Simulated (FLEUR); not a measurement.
**Magnetic state of LuFeC2 from several starts**

Wanted: the moments of LuFeC2 and the energy of each order that was tried.

Main program and level: FLEUR MaX-R8.1; PBEsol; all-electron FLAPW, Dirac cores, scalar-relativistic bands.

### 1. Set-up

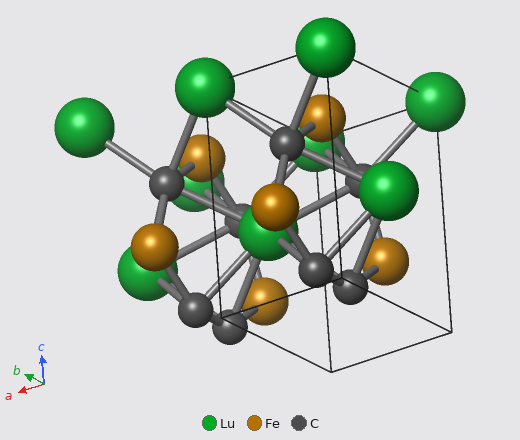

The cell as given, from a free direction (lutetium green, iron orange, carbon dark grey). 2×1×1 cells are drawn. This picture shows the conventional cell, with its axes. Some periodic images of atoms are drawn too.

The cell comes from a database of computed structures and need not be the stable phase.

### 2. Order 1, typed as ferro +

The parallel start is the test of whether parallel moments hold.

inpgen writes inp.xml from crystal.txt; cutoffs, mixing, functional, smearing and local orbitals are then set in the file. The k list default-1 (kpts.xml, not shown) is a Γ-centred 8×8×8 mesh; where the ranks do not divide the number of points, some are split in two of half the weight.

Contents of inp.xml:

```
<?xml version="1.0" encoding="UTF-8" standalone="no"?>
<fleurInput fleurInputVersion="0.39">
   <comment>
      LuFeC2
   </comment>
   <calculationSetup>
      <cutoffs Kmax="4.4" Gmax="13.2" GmaxXC="13.2" numbands="0"/>
      <scfLoop itmax="90" minDistance="0.00002" maxIterBroyd="15" imix="Anderson" alpha="0.05" precondParam="0.0" spinf="2.0" sdNocoIR="T"/>
      <coreElectrons ctail="T" frcor="F" kcrel="0" coretail_lmax="0"/>
      <xcFunctional name="PBEs" relativisticCorrections="F"/>
      <magnetism jspins="2"/>
      <soc l_soc="F" theta="0.0" phi="0.0" spav="F"/>
      <expertModes spex="0" secvar="F"/>
      <geometryOptimization l_f="F" forcealpha="1.0" forcemix="BFGS" epsdisp="0.00001" epsforce="0.00001"/>
      <ldaU l_linMix="F" mixParam="0.05" spinf="1.0"/>
   </calculationSetup>
   <cell>
      <bzIntegration valenceElectrons="49.0" mode="hist" fermiSmearingEnergy="0.00110248">
         <kPointListSelection listName="default-1"/>
         <xi:include xmlns:xi="http://www.w3.org/2001/XInclude" href="kpts.xml"> </xi:include>
      </bzIntegration>
      <xi:include xmlns:xi="http://www.w3.org/2001/XInclude" href="sym.xml"> </xi:include>
      <bulkLattice scale="1.0">
         <bravaisMatrix>
            <row-1>    6.5262648292425274     0.0000000000000000     0.0000000000000000</row-1>
            <row-2>    0.0000000000000000     4.2495460851989328     5.5867568633857880</row-2>
            <row-3>    0.0000000000000000    -4.2495460851989328     5.5867568633857880</row-3>
         </bravaisMatrix>
      </bulkLattice>
   </cell>
   <atomSpecies>
      <species name="Lutetium (Lu)" element="Lu" atomicNumber="71">
         <mtSphere radius="2.8" gridPoints="925" logIncrement="0.014"/>
         <atomicCutoffs lmax="10" lnonsphr="8"/>
         <electronConfig flipSpins="F">
            <coreConfig>(1s1/2) (2s1/2) (2p1/2) (2p3/2) (3s1/2) (3p1/2) (3p3/2) (4s1/2) (3d3/2) (3d5/2) (4p1/2) (4p3/2) (4d3/2) (4d5/2)</coreConfig>
            <valenceConfig>(5s1/2) (5p1/2) (5p3/2) (6s1/2) (4f5/2) (4f7/2) (5d3/2) (5d5/2)</valenceConfig>
            <stateOccupation state="(5d3/2)" spinUp="0.200000" spinDown="0.200000"/>
            <stateOccupation state="(5d5/2)" spinUp="0.300000" spinDown="0.300000"/>
         </electronConfig>
         <energyParameters s="6" p="6" d="5" f="4"/>
         <lo type="SCLO" l="0" n="5" eDeriv="0"/>
         <lo type="SCLO" l="1" n="5" eDeriv="0"/>
      </species>
      <species name="Iron (Fe) 2.801" element="Fe" atomicNumber="26">
         <mtSphere radius="2.23" gridPoints="737" logIncrement="0.016"/>
         <atomicCutoffs lmax="8" lnonsphr="6"/>
         <electronConfig flipSpins="F">
            <coreConfig>(1s1/2) (2s1/2) (2p1/2) (2p3/2)</coreConfig>
            <valenceConfig>(3s1/2) (3p1/2) (3p3/2) (4s1/2) (3d3/2) (3d5/2)</valenceConfig>
            <stateOccupation state="(3d3/2)" spinUp="1.4005" spinDown="0.9995"/>
            <stateOccupation state="(3d5/2)" spinUp="3.0" spinDown="0.6"/>
         </electronConfig>
         <energyParameters s="4" p="4" d="3" f="4"/>
         <lo type="SCLO" l="0" n="3" eDeriv="0"/>
         <lo type="SCLO" l="1" n="3" eDeriv="0"/>
      </species>
      <species name="Carbon (C)" element="C" atomicNumber="6">
         <mtSphere radius="1.3" gridPoints="431" logIncrement="0.024"/>
         <atomicCutoffs lmax="6" lnonsphr="4"/>
         <electronConfig flipSpins="F">
            <coreConfig>(1s1/2)</coreConfig>
            <valenceConfig>(2s1/2) (2p1/2) (2p3/2)</valenceConfig>
            <stateOccupation state="(2p1/2)" spinUp="0.333333" spinDown="0.333333"/>
            <stateOccupation state="(2p3/2)" spinUp="0.666667" spinDown="0.666667"/>
         </electronConfig>
         <energyParameters s="2" p="2" d="3" f="4"/>
      </species>
   </atomSpecies>
   <atomGroups>
      <atomGroup species="Lutetium (Lu)">
         <relPos label="                   1">.0000000000 -.0077542400 -.0077542400</relPos>
         <force calculate="T" relaxXYZ="TTT"/>
      </atomGroup>
      <atomGroup species="Iron (Fe) 2.801">
         <relPos label="                   2">1.000/2.000 .3912907300 .3912907300</relPos>
         <force calculate="T" relaxXYZ="TTT"/>
      </atomGroup>
      <atomGroup species="Carbon (C)">
         <relPos label="                   3">1.000/2.000 -.1427186000 -.4558180600</relPos>
         <relPos label="                   4">1.000/2.000 -.4558180600 -.1427186000</relPos>
         <force calculate="T" relaxXYZ="TTT"/>
      </atomGroup>
   </atomGroups>
   <output dos="F" band="F" slice="F">
      <bandDOS minEnergy="-.5*Htr" maxEnergy="0.5*Htr" sigma="0.015" storeEVData="T"/>
      <plotting iplot="0" polar="F">
         <plot TwoD="T" vec1="  1.0  0.0  0.0" vec2="  0.0  1.0  0.0" vec3="  0.0  0.0  1.0" zero="  0.0  0.0  0.0" file="plot"/>
      </plotting>
      <moessbauerParams electricFieldGradient="F" isomerShift="F" coreHyperfine="F" valenceHyperfine="F"/>
   </output>
</fleurInput>
```

Contents of crystal.txt:

```
LuFeC2
&input film=F cartesian=F /
3.45355062000  0.00000000000  0.00000000000
0.00000000000  2.24876294500  2.95638441500
0.00000000000  -2.24876294500  2.95638441500
1.8897261246
1.0 1.0 1.0

4
71 0.00000000000  0.99224576000  0.99224576000
26 0.50000000000  0.39129073000  0.39129073000 : 2.801
6 0.50000000000  0.85728140000  0.54418194000
6 0.50000000000  0.54418194000  0.85728140000

&kpt div1=8 div2=8 div3=8 gamma=T /
```

Command:

```bash
> OMP_NUM_THREADS=1 inpgen -f crystal.txt > inpgen.log  # inp.xml is then edited as shown
> OMP_NUM_THREADS=1 mpirun -n 4 fleur_MPI > fleur.log
```

Log:

```text
Welcome to FLEUR        (www.flapw.de)
      MaX-Release 8.1          (www.max-centre.eu)

 ========== k-point set info ==========
 Selected k-point list: default-1
 k-point list type: mesh
 0 x 0 x 0
 Number of k points: 108

 ------------Calculation Setup---------------------------
 Number of MPI-tasks      :            4
 Number of PE/node        :            4
 Number of OMP-threads    :            1
 k-points in parallel     :            4
 pe's per k-point         :            1
 No of k-point loops      :           27
 Eigenvalue solver        :       lapack
 Number of basis functions:          488
 Approximate size of matrices (H+S) per k-point:         0.007 GB
 --------------------------------------------------------
 Iteration:     1   Distance:      22.63114756 me/bohr^3
 Iteration:     2   Distance:      18.82592592 me/bohr^3
 Iteration:     3   Distance:      13.89918235 me/bohr^3
 Iteration:     4   Distance:      10.08728525 me/bohr^3
 Iteration:     5   Distance:       8.85686724 me/bohr^3
 Iteration:     6   Distance:       5.71057153 me/bohr^3
 Iteration:     7   Distance:       5.63073846 me/bohr^3
 Iteration:     8   Distance:       2.68838216 me/bohr^3
 Iteration:     9   Distance:       2.78825940 me/bohr^3
 Iteration:    10   Distance:       1.79079295 me/bohr^3
[... 18 iterations left out ...]
 Iteration:    29   Distance:       0.00075979 me/bohr^3
 Iteration:    30   Distance:       0.00073675 me/bohr^3
 Iteration:    31   Distance:       0.00068576 me/bohr^3
 Iteration:    32   Distance:       0.00025592 me/bohr^3
 Iteration:    33   Distance:       0.00013341 me/bohr^3
 Iteration:    34   Distance:       0.00008898 me/bohr^3
 Iteration:    35   Distance:       0.00007722 me/bohr^3
 Iteration:    36   Distance:       0.00006071 me/bohr^3
 Iteration:    37   Distance:       0.00004484 me/bohr^3
 Iteration:    38   Distance:       0.00001983 me/bohr^3

 ********************************************************************
 Run finished successfully
 Stop message:
   all done
 ********************************************************************

--- out.xml (last complete iteration) ---
<iteration numberForCurrentRun="   38" overallNumber="   38">
         [... left out ...]
         <bandgap value="0.0079070095" units="eV"/>
         <sumValenceSingleParticleEnergies value="-12.3266759278" units="Htr"/>
         <FermiEnergy value="0.4360340127" units="Htr"/>
         <valenceDensity>
            <mtCharges spin="1">
               <mtCharge atomType="1" total="11.7574399" s="1.1305688" p="3.1118572" d="0.4882680" f="7.0121433"/>
               <mtCharge atomType="2" total="8.0305596" s="1.1911722" p="3.2373985" d="3.5718705" f="0.0229751"/>
               <mtCharge atomType="3" total="0.9146350" s="0.3134579" p="0.5909262" d="0.0091531" f="0.0009245"/>
            </mtCharges>
            <mtCharges spin="2">
               <mtCharge atomType="1" total="11.7734207" s="1.1333929" p="3.1138347" d="0.5027649" f="7.0095091"/>
               <mtCharge atomType="2" total="7.0628547" s="1.1774430" p="3.2233376" d="2.6317326" f="0.0229456"/>
               <mtCharge atomType="3" total="0.9170302" s="0.3146824" p="0.5925934" d="0.0087438" f="0.0008489"/>
            </mtCharges>
            <spinDependentCharge spin="1" total="24.9734390" interstitial="3.3561695" mtSpheres="21.6172695"/>
            <spinDependentCharge spin="2" total="24.0265610" interstitial="3.3562252" mtSpheres="20.6703358"/>
            <totalCharge value="49.0000000000"/>
         </valenceDensity>
         [... left out ...]
         <allElectronCharges>
            <spinDependentCharge spin="1" total="54.9734390" interstitial="3.3564453" mtSpheres="51.6169936"/>
            <spinDependentCharge spin="2" total="54.0265610" interstitial="3.3565012" mtSpheres="50.6700598"/>
            <totalCharge value="108.9999999947"/>
         </allElectronCharges>
         <magneticMomentsInMTSpheres units="muBohr">
            <globalMagMoment atomType="1" vec="0.00000   0.00000  -0.01598"/>
            <localMagMoment atomType="1" vec="0.00000   0.00000  -0.01598"/>
            <globalMagMoment atomType="2" vec="0.00000   0.00000   0.96770"/>
            <localMagMoment atomType="2" vec="0.00000   0.00000   0.96770"/>
            <globalMagMoment atomType="3" vec="0.00000   0.00000  -0.00240"/>
            <localMagMoment atomType="3" vec="0.00000   0.00000  -0.00240"/>
         </magneticMomentsInMTSpheres>
         <moessbauerParams unitsHFF="kG" unitsIS="e/bohr^3" unitsEFG="Htr/bohr^2">
         </moessbauerParams>
         <totalEnergy value="   -15924.2688373056" units="Htr">
            <sumOfEigenvalues value="    -9667.9930612109">
               <coreElectrons value="-9655.6663852831"/>
               <valenceElectrons value="-12.3266759278"/>
            </sumOfEigenvalues>
            <densityCoulombPotentialIntegral value="-26804.4037502537"/>
            <densityEffectivePotentialIntegral value="-27281.9200192878"/>
            <chargeDenXCDenIntegral value="-363.0607422230"/>
            <FockExchangeEnergyValence value="0.0000000000"/>
            <FockExchangeEnergyCore value="0.0000000000"/>
            <atomTypeDependentContributions atomType="1">
               <electronNucleiInteractionDifferentMTs value="18117.1666108348"/>
               <MadelungTerm value="-33.0709535973"/>
            </atomTypeDependentContributions>
            <atomTypeDependentContributions atomType="2">
               <electronNucleiInteractionDifferentMTs value="1520.9030646045"/>
               <MadelungTerm value="-10.0102756243"/>
            </atomTypeDependentContributions>
            <atomTypeDependentContributions atomType="3">
               <electronNucleiInteractionDifferentMTs value="81.8379710013"/>
               <MadelungTerm value="-9.9443023704"/>
            </atomTypeDependentContributions>
            <tkbTimesEntropy value="0.0002456986"/>
            <freeEnergy value="-15924.2690830042"/>
            <extrapolationTo0K value="-15924.2689601549"/>
         </totalEnergy>
         <densityConvergence units="me/bohr^3">
            <chargeDensity spin="1" distance="0.0000116595"/>
            <chargeDensity spin="2" distance="0.0000154352"/>
            <overallChargeDensity distance="0.0000188498"/>
            <spinDensity distance="0.0000198258"/>
         </densityConvergence>
      </iteration>
```

Wall time 6.1 min (4 MPI ranks of Intel Xeon Platinum 8375C at 2.90GHz (Ice Lake), shared host); peak memory 0.46 GiB; 24 min of CPU time.

Spin moment in the muffin-tin sphere by atom:

| atom | spin moment in the muffin-tin sphere (μB) |
| --- | --- |
| Lu1 | -0.016 |
| Fe2 | 0.968 |
| C3 | -0.002 |
| C4 | -0.002 |

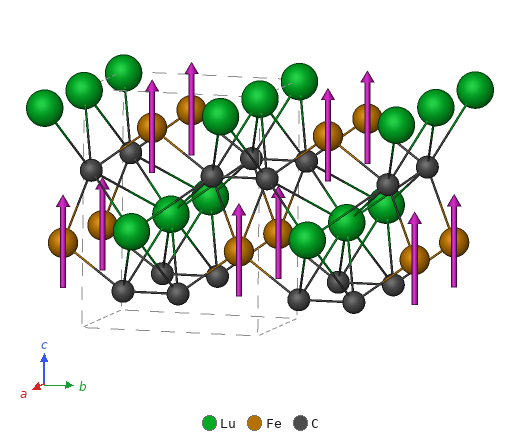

Spin moment in the muffin-tin sphere as arrows, the longest 0.968 μB. Up and down stand for the sign. Arrows give size and sign along the axis of quantisation, drawn up and down the page. 2×2×1 conventional cells are drawn. Some periodic images of atoms are drawn too.

Numbers from this step:

```
free energy                                                       : -433321.4367 eV
program's band gap on this mesh (in a metal only a level spacing) : 0.007907 eV
magnetization                                                     : 0.9469 μB
final state                                                       : ferromagnetic
```

After 38 cycles the largest moment stands at 0.968 μB.

### 3. Order 2, typed as antiferro q=(1/2,1/2,1/2) +-

Reversing part of the moments tests the sign of the couplings between them.

This order needs a doubled cell of 8 atoms. The mesh is halved along the doubled vector, so that both cells sample the same points. The k list default-1 (kpts.xml, not shown) is a Γ-centred 4×8×8 mesh.

Edit inp.xml of step 2 so:

```diff
@@ -17,3 +17,3 @@
    <cell>
-      <bzIntegration valenceElectrons="49.0" mode="hist" fermiSmearingEnergy="0.00110248">
+      <bzIntegration valenceElectrons="98.0" mode="hist" fermiSmearingEnergy="0.00110248">
          <kPointListSelection listName="default-1"/>
@@ -24,5 +24,5 @@
          <bravaisMatrix>
-            <row-1>    6.5262648292425274     0.0000000000000000     0.0000000000000000</row-1>
-            <row-2>    0.0000000000000000     4.2495460851989328     5.5867568633857880</row-2>
-            <row-3>    0.0000000000000000    -4.2495460851989328     5.5867568633857880</row-3>
+            <row-1>   13.0525296584850548     0.0000000000000000     0.0000000000000000</row-1>
+            <row-2>    6.5262648292425274     4.2495460851989328     5.5867568633857880</row-2>
+            <row-3>    6.5262648292425274    -4.2495460851989328     5.5867568633857880</row-3>
          </bravaisMatrix>
@@ -57,2 +57,15 @@
       </species>
+      <species name="Iron (Fe) -2.801" element="Fe" atomicNumber="26">
+         <mtSphere radius="2.23" gridPoints="737" logIncrement="0.016"/>
+         <atomicCutoffs lmax="8" lnonsphr="6"/>
+         <electronConfig flipSpins="F">
+            <coreConfig>(1s1/2) (2s1/2) (2p1/2) (2p3/2)</coreConfig>
+            <valenceConfig>(3s1/2) (3p1/2) (3p3/2) (4s1/2) (3d3/2) (3d5/2)</valenceConfig>
+            <stateOccupation state="(3d3/2)" spinUp="0.9995" spinDown="1.4005"/>
+            <stateOccupation state="(3d5/2)" spinUp="0.6" spinDown="3.0"/>
+         </electronConfig>
+         <energyParameters s="4" p="4" d="3" f="4"/>
+         <lo type="SCLO" l="0" n="3" eDeriv="0"/>
+         <lo type="SCLO" l="1" n="3" eDeriv="0"/>
+      </species>
       <species name="Carbon (C)" element="C" atomicNumber="6">
@@ -71,3 +84,4 @@
       <atomGroup species="Lutetium (Lu)">
-         <relPos label="                   1">.0000000000 -.0077542400 -.0077542400</relPos>
+         <relPos label="                   1">.0077542400 -.0077542400 -.0077542400</relPos>
+         <relPos label="                   2">-.4922457600 -.0077542400 -.0077542400</relPos>
          <force calculate="T" relaxXYZ="TTT"/>
@@ -75,3 +89,7 @@
       <atomGroup species="Iron (Fe) 2.801">
-         <relPos label="                   2">1.000/2.000 .3912907300 .3912907300</relPos>
+         <relPos label="                   3">-.1412907300 .3912907300 .3912907300</relPos>
+         <force calculate="T" relaxXYZ="TTT"/>
+      </atomGroup>
+      <atomGroup species="Iron (Fe) -2.801">
+         <relPos label="                   4">.3587092700 .3912907300 .3912907300</relPos>
          <force calculate="T" relaxXYZ="TTT"/>
@@ -79,4 +97,9 @@
       <atomGroup species="Carbon (C)">
-         <relPos label="                   3">1.000/2.000 -.1427186000 -.4558180600</relPos>
-         <relPos label="                   4">1.000/2.000 -.4558180600 -.1427186000</relPos>
+         <relPos label="                   5">-.4507316700 -.1427186000 -.4558180600</relPos>
+         <relPos label="                   7">-.4507316700 -.4558180600 -.1427186000</relPos>
+         <force calculate="T" relaxXYZ="TTT"/>
+      </atomGroup>
+      <atomGroup species="Carbon (C)">
+         <relPos label="                   6">.0492683300 -.1427186000 -.4558180600</relPos>
+         <relPos label="                   8">.0492683300 -.4558180600 -.1427186000</relPos>
          <force calculate="T" relaxXYZ="TTT"/>
```

Contents of crystal.txt:

```
LuFeC2
&input film=F cartesian=F /
6.90710124000  0.00000000000  0.00000000000
3.45355062000  2.24876294500  2.95638441500
3.45355062000  -2.24876294500  2.95638441500
1.8897261246
1.0 1.0 1.0

8
71 0.00775424000  0.99224576000  0.99224576000
71 0.50775424000  0.99224576000  0.99224576000
26 0.85870927000  0.39129073000  0.39129073000 : 2.801
26 0.35870927000  0.39129073000  0.39129073000 : -2.801
6 0.54926833000  0.85728140000  0.54418194000
6 0.04926833000  0.85728140000  0.54418194000
6 0.54926833000  0.54418194000  0.85728140000
6 0.04926833000  0.54418194000  0.85728140000

&kpt div1=4 div2=8 div3=8 gamma=T /
```

Log:

```text
[banner, memory and clock lines left out]
Welcome to FLEUR        (www.flapw.de)
      MaX-Release 8.1          (www.max-centre.eu)

 ========== k-point set info ==========
 Selected k-point list: default-1
 k-point list type: mesh
 0 x 0 x 0
 Number of k points: 56

 [... set-up left out ...]
 Iteration:     1   Distance:      23.40049261 me/bohr^3
 Iteration:     2   Distance:      19.27306329 me/bohr^3
 Iteration:     3   Distance:      13.66184147 me/bohr^3
 Iteration:     4   Distance:      10.62235866 me/bohr^3
 Iteration:     5   Distance:      10.10801323 me/bohr^3
 Iteration:     6   Distance:       7.42748447 me/bohr^3
 Iteration:     7   Distance:       6.15817459 me/bohr^3
 Iteration:     8   Distance:       3.41499385 me/bohr^3
[... lines left out ...]
[... 70 iterations left out ...]
[... lines left out ...]
 Iteration:    85   Distance:       0.00013099 me/bohr^3
 Iteration:    86   Distance:       0.00012777 me/bohr^3
 Iteration:    87   Distance:       0.00012789 me/bohr^3
 Iteration:    88   Distance:       0.00012428 me/bohr^3
 Iteration:    89   Distance:       0.00011767 me/bohr^3
 Iteration:    90   Distance:       0.00011587 me/bohr^3

 ********************************************************************
 Run finished successfully
 Stop message:
   all done
 ********************************************************************

--- out.xml (last complete iteration) ---
<iteration numberForCurrentRun="   90" overallNumber="   90">
         [... left out ...]
         <bandgap value="0.0181772048" units="eV"/>
         <sumValenceSingleParticleEnergies value="-24.6535236566" units="Htr"/>
         <FermiEnergy value="0.4349934807" units="Htr"/>
         [... left out ...]
         <magneticMomentsInMTSpheres units="muBohr">
            <globalMagMoment atomType="1" vec="0.00000   0.00000   0.00000"/>
            <globalMagMoment atomType="2" vec="0.00000   0.00000   0.36139"/>
            <globalMagMoment atomType="3" vec="0.00000   0.00000  -0.36141"/>
            <globalMagMoment atomType="4" vec="0.00000   0.00000   0.00466"/>
            <globalMagMoment atomType="5" vec="0.00000   0.00000  -0.00466"/>
         </magneticMomentsInMTSpheres>
         [... left out ...]
         <totalEnergy value="   -31848.5351429283" units="Htr">
            <sumOfEigenvalues value="   -19336.0575127133">
               <coreElectrons value="-19311.4039890567"/>
               <valenceElectrons value="-24.6535236566"/>
            </sumOfEigenvalues>
         [... left out ...]
            <freeEnergy value="-31848.5358587107"/>
            <extrapolationTo0K value="-31848.5355008195"/>
         </totalEnergy>
         <densityConvergence units="me/bohr^3">
            <chargeDensity spin="1" distance="0.0000609391"/>
            <chargeDensity spin="2" distance="0.0000563772"/>
            <overallChargeDensity distance="0.0000189001"/>
            <spinDensity distance="0.0001158737"/>
         </densityConvergence>
      </iteration>
```

Run time: 31 min. Hardware: 4 MPI ranks; peak memory 0.87 GiB.

The run stopped without converging, so none of its numbers is a property of the system.

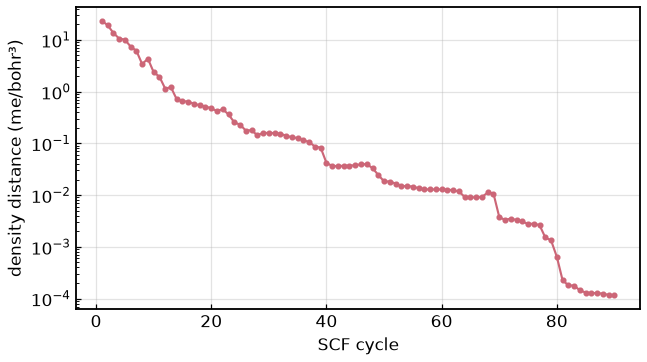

Distance of input and output densities by cycle.

After 90 cycles the density distance stands at 1.2e-4 me/bohr³, above the threshold of 2e-05.

(Part 1 of 3 ends here.)

[Logs and program files are shortened in this print: banners, set-up blocks, solver, clock and traceback lines can be left out without a mark of their own.]

[Logs are printed without paths, hosts, clocks, repeated set-up lines and the standing remarks that a program may print on its own settings, such as how far it seeks lower states.]

[Hosts, paths, dates, database ids (printed as entryN), source tags and the programs' standing remarks are cut or masked in the printed files.]

[Where a cell is said to come from a database of computed structures, the database is the Materials Project.]
